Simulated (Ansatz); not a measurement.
# Nudged elastic band, with input and output: CH₅ClGe (part 2 of 2)

CH₅ClGe; RKS PBE0-D4/def2-SVP (Ansatz 0.2.0). The run did not end well. It belongs to a series of runs on one base structure; here: band between the two ends.

Geometry of the input (Å):
```
Ge 0.1868  0.0654  0.1634
H  -0.0481  -0.1215  1.6717
H  1.6900  0.1527  -0.1496
C  -0.8079  1.5653  -0.5608
H  -1.8808  1.4367  -0.3609
H  -0.4679  2.5034  -0.0967
H  -0.6546  1.6288  -1.6472
Cl -0.5439  -1.7371  -0.8053
```

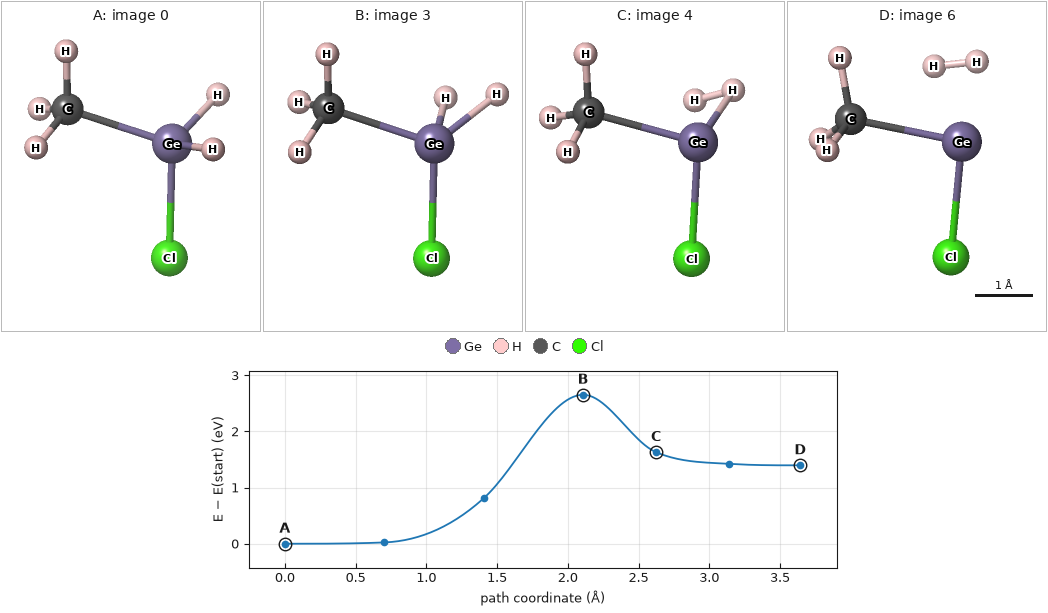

**Figure 1.** Images of the last band (counted from 0; ball-and-stick, seen at a tilt) above the energy along the path; the line is a cubic interpolation that uses the forces. The highest image is number 3, 2.654 eV above the start and 1.257 eV above the end (the climbing image); the end lies 1.397 eV above the start. The path is 3.64 Å long. The band had not converged after 60 iterations.

```
Unfinished report: {"positions_ang":[[-0.36144016735430384,0.0021095950707418114,0.49070467616681446],[0.9945559754375713,-0.09404185994138357,1.2548543433289896],[1.3467917881457128,0.17094812470239718,0.07319255078557244],[-0.8570476035303541,1.5801195379535555,-0.5723059093322915],[-1.8876796172108772,1.3912869334995281,-0.9033027329860397],[-0.8507929213298129,2.4726505689079494,0.0707323255345122],[-0.21994188568975473,1.7340050874064434,-1.4489156528936014],[-0.6907455784681817,-1.763377997599236,-0.7503586106039547]],"unchecked":["starts","cluster_reference","orbital_swaps","neighbouring_geometries","increment"],"mean_field":{"relativity":"none","state":{"energy":{"ev":-70133.60267192451,"hartree":-2577.3623599299317},"converged":true,"gradient_ev":0.00003432229712282504,"stability":{"kind":"minimum","curvature_ev":27.77372007001561},"curvature_floor_ev":0.00030000000000000003,"spin_squared":3.197442310920451e-14},"others":[],"fillings":{"estimated":0,"unestimated":0,"tried":0,"untried":0,"excluded_magnetic_sites":0},"n_dropped_functions":0,"n_trapped_functions":0,"passes":{"evaluations":2,"products":18},"factors":{"origin":"Cholesky decomposition","count":945,"bound_ev":0.001382226492757308},"gradient_stop_ev":0.00009,"reference_kind":"stationary","functional":{"name":"PBE0","citations":["Adamo & Barone, J. Chem. Phys. 110, 6158 (1999) doi:10.1063/1.478522","Perdew, Burke & Ernzerhof, Phys. Rev. Lett. 77, 3865 (1996) doi:10.1103/PhysRevLett.77.3865"],"text":"name \"PBE0\"\ncite \"Adamo & Barone, J. Chem. Phys. 110, 6158 (1999) doi:10.1063/1.478522\"\ncite \"Perdew, Burke & Ernzerhof, Phys. Rev. Lett. 77, 3865 (1996) doi:10.1103/PhysRevLett.77.3865\"\nparent pbe\nparameter a = 0.25\nparameter kappa = 0.804\nparameter beta = 0.06672455060314922\nexchange = (1 - a)*pbe_x(kappa = kappa, mu = beta*pi^2/3) + a*exact_x\ncorrelation = pbe_c(beta = beta)\n","parameters":{"a":{"value":0.25,"default":0.25},"beta":{"value":0.06672455060314922,"default":0.06672455060314922},"kappa":{"value":0.804,"default":0.804}},"final_grid":{"core_spheres":13.0,"valence_spheres":11.0,"degree":36.0},"final_grid_parameter_source":"default","radial_points_factor":1.0,"radial_grid_error_ev":3.235511906987185e-7,"grid_sensitivity":"normal","grid_sensitivity_ratio":0.001870803151768979},"unsmoothed_excess_ev":-0.0000241195709463149,"symmetry":{"irreps":["A"],"axes":[[0.9997084647803834,0.020676510535623794,0.01246865504048788],[-0.02079091517975915,0.9997422792331926,0.009116630935206762],[-0.012276941493568597,-0.009373207865557365,0.9998807027250162]],"occupied":[{"A":30},{"A":30}]},"held":{"pivots":943,"left_out":0,"joined":2},"density_repulsion":{"missed_ev":0.000013229200284757281,"excess_ev":0.0,"most_excess_ev":0.000162,"are_drawn_again":false,"n_first_factors":945,"energy_change_ev":0.0,"n_dropped_ends":0}},"factors":{"origin":"Cholesky decomposition","count":945,"bound_ev":0.001382226492757308},"n_frozen":0,"n_occupied":[30,30],"n_virtual":[59,59],"reference":{"ev":-70133.60267192451,"hartree":-2577.3623599299317},"dispersion":{"energy":{"ev":-0.1260439571074991,"hartree":-0.004632029988037923},"switches_in_reach":[]},"total":{"ev":-70133.72871588162,"hartree":-2577.3669919599197},"forces_ev_per_angstrom":[[-0.012466385718847117,-0.015363601689060431,-0.0037378388761595245],[-0.01599387324365731,0.011536512923655809,0.00029841631223327246],[-0.03104672922070411,0.0317523995804038,-0.013159108484346801],[-0.007030528068652334,0.03050254536150792,0.05421228844159832],[-0.015691524357309965,0.02714552154680306,0.00687122825125166],[0.03848966277852082,-0.03905134786996465,-0.019566878064438808],[0.015378577458705222,-0.026998938209186207,-0.020073189878601395],[0.028360800347226538,-0.019523091634929213,-0.004844917689454066]],"charge_distribution":{"dipole_moment_e_ang":[0.033972890503515284,0.5116018587263261,0.1302268071978523],"mulliken_charges_e":[0.2941782168448732,0.08868163669351559,-0.09277722590524506,-0.29285360807861327,0.09313725844483045,0.08862377350549211,0.10525305418347264,-0.2842431056883612],"lowdin_charges_e":[-0.2061455306492519,0.08345206520884008,0.009210294690185639,-0.06070106481235982,0.03027449962924278,0.02911831060298542,0.02191905027025598,0.0928723750600362]},"n_threads":2,"memory_gib":2.556818182580173,"seconds":{"hamiltonian":1.588142932,"orbitals":0.0,"second_order":0.0,"solver_start":0.0,"cycles":0.0,"cycle":0.0,"perturbative":0.0,"full_ci_increment":0.0,"forces":0.0}}
this run last wrote the band of iteration 60 to [file]
Error: NEB band did not converge after 60 iterations: max|band force component| = 1.91e-1 eV/Å (threshold 5.0e-2); raise `neb.max_iterations` in a new run, which can start from the last band evaluated (`neb.initial_path`, with `crystal.atoms` and `neb.final_atoms` set to its first and last images), add images, or start from endpoints closer to local minima. Where this run's directory can be resumed (`checkpoint.write`), a resume goes on for up to `neb.max_iterations` more; to start a new run from the last band, take its images' positions from the `neb_iteration` event of iteration 60 (`data.images[].positions_ang`), in the event stream of the run that computed that iteration (not this run's, if it was resumed behind it). With `checkpoint.write`, `steps/00-neb/state/checkpoint.json` in the run directory holds the last saved band, under `neb.evaluated.images[].positions_ang` (a band under a hybrid functional on support functions is neither saved nor resumed: `neb.initial_path` says where its path is): check the last entry of `neb.iterations` there, which is earlier than 60 if that iteration was not saved or its write failed. If the band's step has no `state` directory and holds `state.next`, a write was cut short, and the file is under `state.next` instead (behind a loss of power it can be under `state.prev`)
this run wrote the band of iteration 60 to [file] as well, whether or not its events were kept: a new run's `neb.initial_path` can list its `images[].positions_ang`
a run's events are kept only if it was started with --events-out <file>, and are in that file
```

## The last band as extended XYZ (Å, eV, eV/Å)
```
8
Properties=species:S:1:pos:R:3:forces:R:3 image=0 energy=-70136.38270
Ge    0.1868    0.0654    0.1634   -0.0009   0.0012  -0.0014
H    -0.0481   -0.1215    1.6717   -0.0004   0.0008  -0.0012
H     1.6900    0.1527   -0.1496   -0.0003  -0.0001   0.0000
C    -0.8079    1.5653   -0.5608   -0.0009  -0.0018  -0.0004
H    -1.8808    1.4367   -0.3609    0.0006  -0.0002   0.0002
H    -0.4679    2.5034   -0.0967    0.0009  -0.0003   0.0008
H    -0.6546    1.6288   -1.6472    0.0006  -0.0006   0.0013
Cl   -0.5439   -1.7371   -0.8053    0.0004   0.0011   0.0006
8
Properties=species:S:1:pos:R:3:forces:R:3 image=1 energy=-70136.35941
Ge    0.1920    0.0693    0.1647    0.0301   0.0146  -0.0330
H     0.1678   -0.0530    1.6962   -0.1096   0.0229   0.0169
H     1.6514    0.0759   -0.3141    0.0418  -0.0132  -0.0407
C    -0.8101    1.5701   -0.5604    0.0328  -0.0406  -0.0141
H    -1.8662    1.2929   -0.6809   -0.0109  -0.0100   0.0413
H    -0.7409    2.4539    0.0888    0.0288   0.0127   0.0323
H    -0.3987    1.8198   -1.5483   -0.0327   0.0250  -0.0181
Cl   -0.7215   -1.7353   -0.6313    0.0198  -0.0113   0.0155
8
Properties=species:S:1:pos:R:3:forces:R:3 image=2 energy=-70135.57236
Ge   -0.0099    0.0463    0.2704    1.2975   0.1605  -0.9007
H     0.6729   -0.1288    1.6059   -1.1902  -0.1598   1.3133
H     1.4446    0.1603   -0.1899    0.3753   0.0256  -1.0386
C    -0.8759    1.5807   -0.5581   -0.0531  -0.0500   0.1593
H    -1.8998    1.3743   -0.8853   -0.1289  -0.0561   0.0972
H    -0.8508    2.4807    0.0684   -0.0167   0.0179   0.0789
H    -0.2477    1.7448   -1.4462   -0.1188   0.0769   0.0194
Cl   -0.7597   -1.7647   -0.6507   -0.1651  -0.0149   0.2711
8
Properties=species:S:1:pos:R:3:forces:R:3 image=3 energy=-70133.72869
Ge   -0.3614    0.0021    0.4907   -0.0125  -0.0154  -0.0037
H     0.9946   -0.0940    1.2549   -0.0160   0.0115   0.0003
H     1.3468    0.1709    0.0732   -0.0310   0.0318  -0.0132
C    -0.8570    1.5801   -0.5723   -0.0070   0.0305   0.0542
H    -1.8877    1.3913   -0.9033   -0.0157   0.0271   0.0069
H    -0.8508    2.4727    0.0707    0.0385  -0.0391  -0.0196
H    -0.2199    1.7340   -1.4489    0.0154  -0.0270  -0.0201
Cl   -0.6907   -1.7634   -0.7504    0.0284  -0.0195  -0.0048
8
Properties=species:S:1:pos:R:3:forces:R:3 image=4 energy=-70134.75090
Ge   -0.6689   -0.0273    0.6245   -0.8184  -0.0891   0.3619
H     1.2040   -0.0449    1.0371    0.5608   0.1717  -0.6050
H     1.4100    0.1343    0.2745    0.1274  -0.0503   0.4965
C    -0.8560    1.5578   -0.5724    0.0400  -0.0417   0.0432
H    -1.8853    1.4208   -0.9438   -0.0471   0.0870  -0.0954
H    -0.8483    2.4655    0.0555    0.0385  -0.0532  -0.0587
H    -0.1996    1.6997   -1.4418    0.0377  -0.1339   0.0106
Cl   -0.6822   -1.7122   -0.8190    0.0611   0.1094  -0.1531
8
Properties=species:S:1:pos:R:3:forces:R:3 image=5 energy=-70134.95929
Ge   -0.8799   -0.0749    0.6195   -0.0975  -0.0166   0.0241
H     1.4052   -0.0173    1.1052    0.1334   0.0665  -0.1696
H     1.6549    0.1830    0.4005   -0.0379  -0.0320   0.1586
C    -0.9229    1.5257   -0.5676    0.0189   0.0039   0.0158
H    -1.9425    1.5142   -0.9910   -0.0394   0.0447  -0.0388
H    -0.8126    2.4485    0.0246    0.0111  -0.0129  -0.0179
H    -0.2201    1.5374   -1.4151   -0.0048  -0.0980   0.0611
Cl   -0.8085   -1.6231   -0.9615    0.0161   0.0443  -0.0334
8
Properties=species:S:1:pos:R:3:forces:R:3 image=6 energy=-70134.98577
Ge   -1.0641   -0.1446    0.5819    0.0033   0.0012   0.0010
H     1.6144   -0.0074    1.1312   -0.0044   0.0019   0.0023
H     1.7225    0.4140    0.5039    0.0027  -0.0034  -0.0023
C    -0.9453    1.4798   -0.5621    0.0065  -0.0002   0.0061
H    -1.9457    1.6260   -1.0083    0.0003   0.0015  -0.0055
H    -0.6993    2.3765    0.0279   -0.0033  -0.0032   0.0035
H    -0.2313    1.3611   -1.3906   -0.0063  -0.0009  -0.0060
Cl   -0.9776   -1.6117   -1.0693    0.0012   0.0030   0.0009
```

## Outcome

| quantity | value |
| --- | --- |
| outcome | not converged |
| barrier, forward (band not converged) | 2.654 eV |
| barrier, backward | 1.257 eV |
| hardware | 2 threads of Arm Neoverse V2, 24 GiB of memory available, shared host |
| wall time | 8.4 min (CPU time 16 min) |
| peak memory | 0.19 GiB |

## What went wrong

The run did not converge: “NEB band did not converge after 60 iterations: max|band force component| = 1.91e-1 eV/Å (threshold 5.0e-2); raise `neb.max_iterations` in a new run, which can start from the last band evaluated (`neb.initial_path`, with `crystal.atoms` and `neb.final_atoms` set to its first and last images), add images, or start from endpoints closer to local minima …” Its last values are not results.
